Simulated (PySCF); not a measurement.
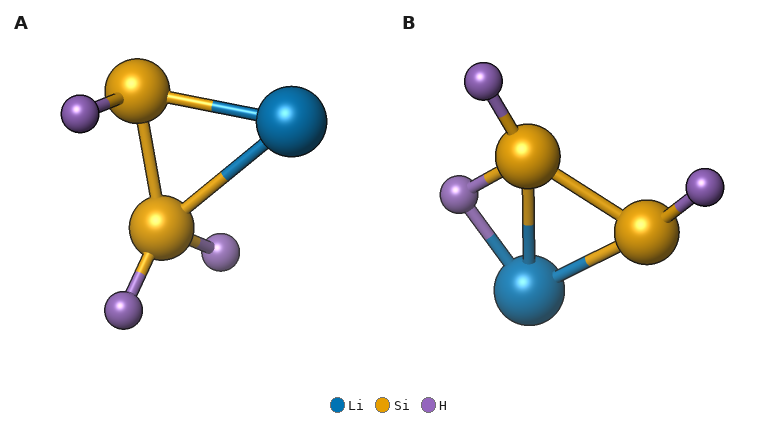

2 stationary structures of one formula. Geometries: PBE0-D4/def2-TZVP. Electronic energies: RHF-CCSD(T) (frozen core)/def2-TZVPP (PySCF 2.14.0), without zero-point energy. No frequency run is at hand to confirm each as a minimum.

Question: Which is lowest in energy, and by how much?

Answer: B is lowest; A lies 1.4 kcal/mol above it (C1).
